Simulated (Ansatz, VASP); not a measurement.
# Cross-check of HgTe between VASP and Ansatz

Aim: how closely do two programs agree when they are given the same cell, functional and k mesh?

Program: Ansatz 0.2.0. Level of theory: plane waves, with VASP 6.6.1 beside it; zone-centre phonons at LDA and zone-centre phonons at r2SCAN with rVV10. Results are calculated unless marked as measured.

## (1) The structure

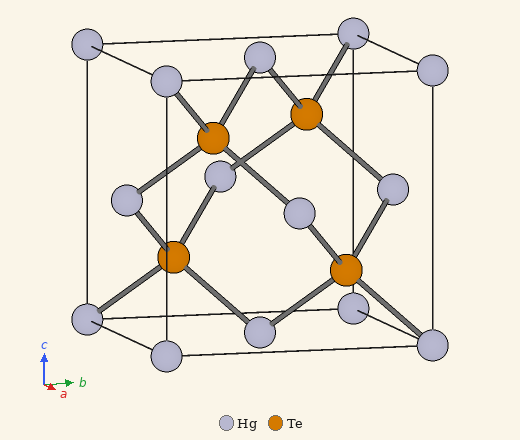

The starting structure, seen slightly off an axis (mercury light grey, tellurium orange). This picture shows the conventional cell, with its axes. Bonds to atoms that aren't drawn are left out. Some periodic images of atoms are drawn too.

As a file:

```cif
data_structure
_symmetry_space_group_name_H-M 'P 1'
_symmetry_Int_Tables_number 1
_cell_length_a 4.5599
_cell_length_b 4.5599
_cell_length_c 4.5599
_cell_angle_alpha 60.000
_cell_angle_beta 60.000
_cell_angle_gamma 60.000
_cell_volume 67.04
loop_
_atom_site_label
_atom_site_type_symbol
_atom_site_fract_x
_atom_site_fract_y
_atom_site_fract_z
_atom_site_occupancy
Hg1 Hg 0.00000 0.00000 0.00000 1
Te2 Te 0.75000 0.75000 0.75000 1
```

## (2) VASP: zone-centre phonons, LDA

Second derivatives magnify differences that forces hide, and they need a tight electronic threshold.

Lines of VASP's logs that name or quote its potential files are left out, and so is its time.

The input, INCAR:

```
SYSTEM = HgTe
PREC = Accurate
ENCUT = 450
EDIFF = 1E-08
NELM = 100
ISMEAR = 1
SIGMA = 0.15
LREAL = .FALSE.
ALGO = Normal
GGA = CA
NBANDS = 15
LORBIT = 11
LWAVE = .FALSE.
LCHARG = .FALSE.
KPAR = 2
IBRION = 8
ISIF = 2
```

The input, POSCAR:

```
HgTe
1.0
    0.0000000000      3.2243064502      3.2243064502
    3.2243064502      0.0000000000      3.2243064502
    3.2243064502      3.2243064502      0.0000000000
Hg Te
1 1
Direct
    0.0000000000      0.0000000000      0.0000000000
    0.7500000000      0.7500000000      0.7500000000
```

The input, KPOINTS:

```
Automatic mesh
0
Gamma
10 10 10
0 0 0
```

PAW data sets: Hg and Te (LDA family, release 64).

Launch:

```
$ mpirun -np 2 vasp_std
```

Numbers of over 12 decimals in the logs are rounded to 6 here.

Log:

```text
[banner, memory and clock lines left out]
running    2 mpi-ranks, on    1 nodes
 distrk:  each k-point on    1 cores,    2 groups
 distr:  one band on    1 cores,    1 groups

 POSCAR found type information on POSCAR HgTe
 POSCAR found :  2 types and       2 ions
 LDA part: xc-table for (Slater(with rela. corr.)+CA(PZ))
 , standard interpolation
 POSCAR, INCAR and KPOINTS ok, starting setup
 FFT: planning ... GRIDC
 FFT: planning ... GRID_SOFT
 FFT: planning ... GRID
 WAVECAR not read
 entering main loop
       N       E                     dE             d eps       ncg     rms          rms(c)
DAV:   1     0.967755082456E+02    0.96776E+02   -0.73544E+03  1410   0.920E+02
DAV:   2    -0.181499116748E+01   -0.98590E+02   -0.93202E+02  1627   0.228E+02
DAV:   3    -0.523494319166E+01   -0.34200E+01   -0.34110E+01  1718   0.442E+01
DAV:   4    -0.526802154471E+01   -0.33078E-01   -0.33072E-01  2135   0.397E+00
DAV:   5    -0.526809298503E+01   -0.71440E-04   -0.71440E-04  1830   0.176E-01    0.779E+00
DAV:   6    -0.505511995473E+01    0.21297E+00   -0.42936E-01  1613   0.931E+00    0.617E+00
DAV:   7    -0.504134393779E+01    0.13776E-01   -0.96032E-02  1550   0.226E+00    0.218E+00
DAV:   8    -0.503866225006E+01    0.26817E-02   -0.10693E-02  1641   0.127E+00    0.547E-01
DAV:   9    -0.503830749975E+01    0.35475E-03   -0.72688E-04  1781   0.309E-01    0.124E-01
DAV:  10    -0.503830135967E+01    0.61401E-05   -0.67220E-05  1751   0.771E-02    0.524E-02
DAV:  11    -0.503830327881E+01   -0.19191E-05   -0.15963E-05  1677   0.370E-02    0.278E-02
DAV:  12    -0.503830216486E+01    0.11140E-05   -0.28724E-06  1578   0.155E-02    0.125E-02
DAV:  13    -0.503830218742E+01   -0.22561E-07   -0.22254E-07  1760   0.297E-03    0.892E-03
DAV:  14    -0.503830215197E+01    0.35447E-07   -0.85417E-08  1655   0.361E-03    0.184E-03
DAV:  15    -0.503830215016E+01    0.18099E-08   -0.21997E-08  1522   0.796E-04
   1 F= -.50383022E+01 E0= -.50383915E+01  d E =0.268120E-03
 Linear response reoptimize wavefunctions to high precision
DAV:   1    -0.503830215017E+01   -0.14325E-10   -0.47936E-10  1125   0.151E-04
 Linear response DOF=           2
 Linear response progress:
  Degree of freedom:   1/  2
       N       E                     dE             d eps       ncg     rms          rms(c)
RMM:   1    -0.379461916858E+00   -0.37946E+00   -0.15100E-01  8246   0.276E+00
RMM:   2    -0.377771816997E+00    0.16901E-02   -0.17119E-03  7845   0.294E-01    0.124E-01
RMM:   3    -0.377378601763E+00    0.39322E-03   -0.75813E-05  8533   0.526E-02    0.735E-02
RMM:   4    -0.377036646918E+00    0.34195E-03   -0.47442E-05  8240   0.386E-02    0.159E-02
RMM:   5    -0.377033981118E+00    0.26658E-05   -0.18590E-06  8976   0.875E-03    0.201E-03
RMM:   6    -0.377042850822E+00   -0.88697E-05   -0.91582E-08  8848   0.150E-03    0.556E-04
RMM:   7    -0.377043272511E+00   -0.42169E-06   -0.64192E-08  8978   0.526E-04    0.108E-04
RMM:   8    -0.377043035772E+00    0.23674E-06   -0.57539E-08  9158   0.221E-04    0.487E-05
RMM:   9    -0.377043185933E+00   -0.15016E-06   -0.55961E-08  9036   0.156E-04    0.828E-06
RMM:  10    -0.377043171733E+00    0.14200E-07   -0.55021E-08  9519   0.124E-04    0.271E-06
RMM:  11    -0.377043184569E+00   -0.12836E-07   -0.43883E-08  7884   0.119E-04    0.536E-07
RMM:  12    -0.377043169850E+00    0.14719E-07   -0.52380E-08  5442   0.117E-04    0.230E-07
RMM:  13    -0.377043174371E+00   -0.45202E-08   -0.70798E-08  4357   0.117E-04    0.207E-07
 first order change of Fermi-energy  -0.92709E-04
 force on displaced ion       1 direction 1 :  -3.906   0.000   0.000
 Linear response progress:
  Degree of freedom:   2/  2
       N       E                     dE             d eps       ncg     rms          rms(c)
RMM:   1    -0.481109043561E-01   -0.48111E-01    0.58031E-02 12616   0.106E+00
RMM:   2    -0.485838727321E-01   -0.47297E-03   -0.17321E-03  8004   0.280E-01    0.127E-01
RMM:   3    -0.485853602336E-01   -0.14875E-05   -0.10165E-04  8306   0.596E-02    0.777E-02
RMM:   4    -0.486278212815E-01   -0.42461E-04   -0.29194E-05  8355   0.312E-02    0.880E-03
RMM:   5    -0.486313672224E-01   -0.35459E-05   -0.11239E-06  8511   0.611E-03    0.450E-03
RMM:   6    -0.486314309659E-01   -0.63744E-07    0.23278E-08  8573   0.164E-03    0.184E-03
RMM:   7    -0.486297163687E-01    0.17146E-05    0.78524E-08  8538   0.597E-04    0.763E-04
RMM:   8    -0.486297551536E-01   -0.38785E-07    0.37552E-08  8669   0.218E-04    0.184E-04
RMM:   9    -0.486297700486E-01   -0.14895E-07    0.19281E-08  8559   0.713E-05    0.140E-05
RMM:  10    -0.486298115178E-01   -0.41469E-07    0.15234E-08  8903   0.344E-05    0.608E-06
RMM:  11    -0.486298309113E-01   -0.19393E-07    0.45404E-08  8230   0.269E-05    0.315E-06
RMM:  12    -0.486298343394E-01   -0.34281E-08    0.23585E-08  6480   0.239E-05    0.470E-07
 first order change of Fermi-energy   0.32294E-03
 force on displaced ion       2 direction 1 :  -3.901  -0.000  -0.000
 Linear response finished
```

Parts of OUTCAR (step 2):

```text
ion  position               nearest neighbor table
   1  0.000  0.000  0.000-   2 2.79   2 2.79   2 2.79   2 2.79
   2  0.750  0.750  0.750-   1 2.79   1 2.79   1 2.79   1 2.79

  LATTYP: Found a face centered cubic cell.
 ALAT       =     6.4486129004

 Subroutine GETGRP returns: Found 24 space group operations
 (whereof 24 operations were pure point group operations)

The static configuration has the point symmetry T_d .

 Found     47 irreducible k-points:

   k-points           NKPTS =     47   k-points in BZ     NKDIM =     47   number of bands    NBANDS=     15

   dimension x,y,z NGX =    32 NGY =   32 NGZ =   32
   dimension x,y,z NGXF=    64 NGYF=   64 NGZF=   64

   ENCUT  =  450.0 eV  33.07 Ry    5.75 a.u.   7.89  7.89  7.89*2*pi/ulx,y,z

   NELECT =      18.0000    total number of electrons

 k-points in reciprocal lattice and weights: Automatic mesh
   0.00000000  0.00000000  0.00000000       0.001
   0.10000000  0.00000000  0.00000000       0.008
   0.20000000  0.00000000  0.00000000       0.008
   0.30000000  0.00000000  0.00000000       0.008
   0.40000000  0.00000000  0.00000000       0.008
   0.50000000  0.00000000  0.00000000       0.004
   0.10000000  0.10000000  0.00000000       0.006
   0.20000000  0.10000000  0.00000000       0.024
   0.30000000  0.10000000  0.00000000       0.024
[...]
-0.30000000  0.40000000  0.20000000       0.024
  -0.30000000  0.50000000  0.20000000       0.012

 average (electrostatic) potential at core
       1 -40.7916       2 -92.2148

  Total       -0.0018313     -0.0018313     -0.0018313      0.0000000      0.0000000      0.0000000
  in kB       -0.0437660     -0.0437660     -0.0437660      0.0000000      0.0000000      0.0000000
  external PRESSURE =      -0.0437660 kB  Pullay stress =       0.0000000 kB

  energy-cutoff  :      450.00
  volume of cell :       67.04
      direct lattice vectors                 reciprocal lattice vectors
     0.000000000  3.224306450  3.224306450    -0.155072109  0.155072109  0.155072109
     3.224306450  0.000000000  3.224306450     0.155072109 -0.155072109  0.155072109
     3.224306450  3.224306450  0.000000000     0.155072109  0.155072109 -0.155072109

 POSITION                                       TOTAL-FORCE (eV/Angst)
 -----------------------------------------------------------------------------------
      0.00000      0.00000      0.00000         0.000000      0.000000      0.000000
      4.83646      4.83646      4.83646        -0.000000     -0.000000     -0.000000
 -----------------------------------------------------------------------------------
    total drift:                               -0.000000     -0.000000      0.000000

 Eigenvectors and eigenvalues of the dynamical matrix
 ----------------------------------------------------

   1 f  =    3.497136 THz    21.973154 2PiTHz  116.651904 cm-1    14.462986 meV
             X         Y         Z           dx          dy          dz
      0.000000  0.000000  0.000000     0.000000    0.623791    0.000000
      4.836460  4.836460  4.836460     0.000000   -0.781591    0.000000

   2 f  =    3.497136 THz    21.973154 2PiTHz  116.651904 cm-1    14.462986 meV
             X         Y         Z           dx          dy          dz
      0.000000  0.000000  0.000000    -0.623791    0.000000    0.000000
      4.836460  4.836460  4.836460     0.781591    0.000000    0.000000

   3 f  =    3.497136 THz    21.973154 2PiTHz  116.651904 cm-1    14.462986 meV
             X         Y         Z           dx          dy          dz
      0.000000  0.000000  0.000000     0.000000    0.000000   -0.623791
      4.836460  4.836460  4.836460     0.000000    0.000000    0.781591

   4 f/i=    0.001135 THz     0.007131 2PiTHz    0.037857 cm-1     0.004694 meV
             X         Y         Z           dx          dy          dz
      0.000000  0.000000  0.000000     0.781591    0.000000    0.000000
      4.836460  4.836460  4.836460     0.623791    0.000000    0.000000

   5 f/i=    0.001135 THz     0.007131 2PiTHz    0.037857 cm-1     0.004694 meV
             X         Y         Z           dx          dy          dz
      0.000000  0.000000  0.000000     0.000000   -0.781591    0.000000
      4.836460  4.836460  4.836460     0.000000   -0.623791    0.000000

   6 f/i=    0.001135 THz     0.007131 2PiTHz    0.037857 cm-1     0.004694 meV
             X         Y         Z           dx          dy          dz
      0.000000  0.000000  0.000000     0.000000    0.000000    0.781591
      4.836460  4.836460  4.836460     0.000000    0.000000    0.623791

 ELASTIC MODULI CONTR FROM IONIC RELAXATION (kBar)
 Direction    XX          YY          ZZ          XY          YZ          ZX
 --------------------------------------------------------------------------------
 XX          -0.0000      0.0000     -0.0000     -0.0000      0.0000      0.0000
 YY           0.0000     -0.0000      0.0000     -0.0000     -0.0000     -0.0000
 ZZ          -0.0000      0.0000     -0.0000      0.0000     -0.0000      0.0000
 XY          -0.0000     -0.0000      0.0000   -179.5452      0.0000     -0.0000
 YZ           0.0000     -0.0000     -0.0000      0.0000   -179.5452      0.0000
 ZX           0.0000     -0.0000      0.0000     -0.0000      0.0000   -179.5452
 --------------------------------------------------------------------------------
```

## (3) Ansatz: zone-centre phonons, LDA

Ansatz runs on its default PAW (the set named soft_2) files.

The same cell, functional (in two slightly different forms), mesh and smearing now go to Ansatz, which takes its cutoff from its data sets.

The input, input.yaml:

```yaml
crystal:
  lattice:
    - [0.0, 3.2243064502, 3.2243064502]
    - [3.2243064502, 0.0, 3.2243064502]
    - [3.2243064502, 3.2243064502, 0.0]
  atoms:
    - { symbol: Hg, position: [0.0, 0.0, 0.0] }
    - { symbol: Te, position: [0.75, 0.75, 0.75] }
hamiltonian:
  xc: lda
  pseudopotentials: { kind: paw }
kpoints:
  mp_grid: { grid: [10, 10, 10] }
scf:
  occupations: { method: methfessel_paxton, width: 0.15 }
phonons:
  method: dfpt
  qpoints: [[0, 0, 0]]
```

Launch:

```
$ ansatz run input.yaml --threads 4 --pin off --max-ram 9216MiB --backend cpu --events-out ev --progress --plain --runs-dir out
```

Log:

```text
zone centre: on kpoints.mp_grid the ground state, and the responses unless they are solved on pairs of k-points, stand on 102 of the mesh's 1000 k-points, reduced under 8 symmetry operations, with k and −k counted as one. Each operation leaves every solved displacement unchanged or reverses it
Engine: ansatz 0.2.0, aarch64-unknown-linux-gnu
Pseudopotentials: kind: paw
Pseudopotential: Hg, paw, valence charge 20, recommended cutoff 420 eV (normal), Hg.paw.azcp
Pseudopotential: Te, paw, valence charge 16, recommended cutoff 420 eV (normal), Te.paw.azcp
Functional definition: SPW92
  exchange = slater_x
  correlation = pw_c
Crystal: 2 atoms, lattice volume = 67.041 Å³
Basis set: ecut = 420 eV, 1363 PW (Γ), exchange–correlation on 64×64×64 points (8 copies of the dense FFT grid, shifted against one another)
Bands: 22, of which v1, the nominal top of the filled ones, is band 18 counted from 1 (17 counted from 0)
Symmetry: 24 space group operations
k-points: 102 of 1000 (irreducible under 8 space group operations, time reversal used)
Non-local potential: Hg, projectors of the file, l = 0: 3, l = 1: 2, l = 2: 2, l = 3: 1
Non-local potential: Te, projectors of the file, l = 0: 2, l = 1: 2, l = 2: 2, l = 3: 2
PAW form: soft (Blöchl's): semilocal exchange-correlation on the pseudo side does not see the compensation charge
PAW frozen core: Hg, regenerated for the run's functional, and the local potential with it (the file was generated under x = pbe(κ = 0.804, μ = 0.219515), c = pbe(β = 0.066725))
PAW frozen core: Te, regenerated for the run's functional, and the local potential with it (the file was generated under x = pbe(κ = 0.804, μ = 0.219515), c = pbe(β = 0.066725))
PAW one-centre angular grid: Hg, 590 points (default); XC on 64 Gauss nodes
PAW one-centre angular grid: Te, 590 points (default); XC on 64 Gauss nodes
Initial density: superposition of atomic densities (neutral atoms: chi_scale 0, normalization atom), corrected by the library's trained network
Initial wavefunctions: pseudopotential atomic-orbital guess
Functional: x = slater, c = lda
SCF iter   1: F=—  HF=-20349.890739 eV  |F-HF|=—  |Δ(HF+E_count)|=         —  Δρ=4.51e-3  dr2=9.35e-3  ethr=1.77e-3  ⟨swp⟩=5.9  Hψ=10333  notcnv=0
preconditioner: auto → none  [insulator: Δε(μ)=0.452 eV  Ē_g=10.530 eV  σ=0.150 eV  W_gap=0.53  n_scr=14 (ndim 8)  ℏωp=19.2 eV  f_vac=0.182  D(μ)=0.09/eV (n_scr^D=0)  ε∞_Penn≈4.3]
SCF iter   2: F=—  HF=-20349.887599 eV  |F-HF|=—  |Δ(HF+E_count)|=   3.14e-3  S|Δr|=    0.00e0  Δρ=1.88e-3  dr2=8.32e-4  ethr=2.60e-5  ⟨swp⟩=2.0  Hψ=4472  notcnv=0
SCF iter   3: F=—  HF=-20349.887630 eV  |F-HF|=—  |Δ(HF+E_count)|=   3.01e-5  S|Δr|=    0.00e0  Δρ=6.95e-4  dr2=1.25e-4  ethr=2.31e-6  ⟨swp⟩=1.0  Hψ=2244  notcnv=0
SCF iter   4: F=—  HF=-20349.887640 eV  |F-HF|=—  |Δ(HF+E_count)|=   1.08e-5  S|Δr|=    0.00e0  Δρ=1.00e-4  dr2=8.92e-6  ethr=3.47e-7  ⟨swp⟩=2.4  Hψ=3546  notcnv=0
SCF iter   5: F=—  HF=-20349.887636 eV  |F-HF|=—  |Δ(HF+E_count)|=   4.86e-6  S|Δr|=    0.00e0  Δρ=1.85e-5  dr2=1.83e-7  ethr=2.48e-8  ⟨swp⟩=2.0  Hψ=3061  notcnv=0
SCF iter   6: F=—  HF=-20349.887638 eV  |F-HF|=—  |Δ(HF+E_count)|=   2.18e-6  S|Δr|=    0.00e0  Δρ=4.66e-6  dr2=1.17e-8  ethr=5.10e-10  ⟨swp⟩=2.0  Hψ=3124  notcnv=0
SCF iter   7: F=—  HF=-20349.887638 eV  |F-HF|=—  |Δ(HF+E_count)|=   1.84e-9  S|Δr|=    0.00e0  Δρ=6.89e-7  dr2=3.23e-10  ethr=3.25e-11  ⟨swp⟩=2.6  Hψ=4278  notcnv=0
SCF iter   8: F=-20349.887638 eV  HF=-20349.887638 eV  |F-HF|=7.28e-12  |Δ(HF+E_count)|=  2.55e-11  S|Δr|=    0.00e0  Δρ=8.55e-8  dr2=3.27e-12  ethr=1.00e-12  ⟨swp⟩=5.5  Hψ=11700  notcnv=0
SCF 1 converged in 8 iterations: F = -20349.887638 eV  dr2 = 3.27e-12
  greatest PAW one-centre occupation: 1.000 electrons in one spin orbital (limit 2), on the Hg atom at site 0 (counted from 0), in its partial waves of l = 0
DFPT response loops at Γ: preconditioner auto → none (partly filled bands, converged f_vac=0.173); β = 0.50; Broyden in place of MSR1
SCF converged after 8 iterations
Stability not checked: this state was not tested for a lower state beside it, because cold or Methfessel-Paxton smearing, or corrected tetrahedra, fill the levels in a way that the test cannot read (fill_not_monotonic; see scf.lower_state_search)
Free energy (F): -20349.887638 eV
Harris-Foulkes:  -20349.887638 eV  (|F-HF|=7.28e-12)
Internal energy: -20349.887906 eV  (E = F + TS)
E sigma→0 (E₀):  -20349.887705 eV
Entropy (-TS):   0.000268 eV (0.134 meV/atom)
Fermi energy:    8.520967 eV
Step filling:    the computed levels leave a gap of 0.0000 eV = 0.0 smearing widths at the electron count; against every level under it full and every level over it empty, smearing changes F+E_penalty+E_count by +0.108 meV and its σ→0 estimate by +0.041 meV
--- Per-component energies (eV) ---
  E_band       = -780.349069
  E_kinetic    = 785.932927
  E_local      = -4802.062189  (includes V_loc(G=0)·N_el)
  E_nonlocal   = -224.486469
  E_hartree    = 2328.325278
  E_xc         = -342.685880
  E_vxc        = -366.738310  (∫ρ·V_xc dr)
  E_paw        = -14165.101805  (= ΣΔE_a)
  E_vpaw       = -829.646301  (= ΣTr[D̂ρ^β])
  E_aug_tail   = 0.000619  (compensation charges beyond the density's cutoff)
  E_ewald      = -3931.065141
  E_core_change = 1.254754  (= ΣΔE_core)
  E_smearing   = 0.000268  (= −TS)
  E_closure    = -0.000000  (closes the sum)
  Σ components = -20349.887638   (vs F -20349.887638, Δ=0.00e0)
--- Band table (eV; the first three rows and the last of 102) ---
  k-point 0: bands = [... 14 lower, 1.6794, 7.6082, 8.5156, 8.5156, 8.5156, 12.6935, 12.6935, 12.6935]
  k-point 1: bands = [... 14 lower, 1.6777, 6.8498, 8.3968, 8.3968, 8.9792, 12.5543, 12.8512, 12.8512]
  k-point 2: bands = [... 14 lower, 1.6762, 5.6636, 8.1168, 8.1168, 9.2674, 12.8616, 13.1873, 13.1873]
  k-point 101: bands = [... 14 lower, 2.2816, 2.9066, 5.8193, 5.9346, 11.4339, 12.4946, 14.2901, 14.7656]
--- Phonons (Γ-DFPT): 2 representative perturbations + reference, on 102 of 1000 k-points (Σ response iterations 6) ---
  k mesh reduced under 8 symmetry operations, with k and −k counted as one. Each operation leaves every solved displacement unchanged or reverses it
  ASR residual: 5.507e-5 → 0.000e0 eV/Å²; symmetrization residual: 3.338e-5 eV/Å²
  ASR residual per site (eV/Å²): 3.66e-5 5.51e-5
  Γ frequencies (cm⁻¹): 0.00 0.00 0.00 113.79 113.79 113.79
  non-analytic LO–TO correction: not included (Born effective charges unavailable; polar crystals: no LO–TO splitting at Γ)
--- Phonons (arbitrary-q DFPT): 1 explicit q-point ---
  q = [0, 0, 0] (of the zone-centre solve; hermiticity 1.80e-5, symmetrization 2.28e-12): -0.00 -0.00 0.00 113.79 113.79 113.79
  sum rule: each row above includes the acoustic sum rule's correction from the zone centre's row sums; it moved no ω² by more than (0.34 cm⁻¹)²
```

It took 11 s on 4 threads of Arm Neoverse V2, shared host; peak memory 0.68 GiB.

The column dr2 measures how far the density is from self-consistency, as an energy; F and HF (Harris–Foulkes) agree once it is small.

## (4) Comparison

Known differences besides the PAW data sets themselves: the two LDA forms differ slightly; the data sets hold 36 valence electrons in Ansatz (default PAW (the set named soft_2) files) and 18 in VASP; the cutoff is 420 eV in Ansatz and 450 eV in VASP; Ansatz makes its cores anew for this functional, VASP keeps those of its LDA data sets. Total energies have different zeros and are not compared.

Compared:

| quantity | Ansatz | VASP | difference |
| --- | --- | --- | --- |
| mode 4 to 6 (cm⁻¹) | 113.8 | 116.7 | -2.45 % |

[end of part 1 of 2]

[Lines on the potential files, build, host, timing and source positions are cut from VASP's logs without a mark.]

[Logs are printed without paths, hosts, clocks, repeated set-up lines and the standing remarks that a program may print on its own settings, such as how far it seeks lower states.]

[Hosts, paths, dates, database ids (printed as entryN), source tags and the programs' standing remarks are cut or masked in the printed files.]
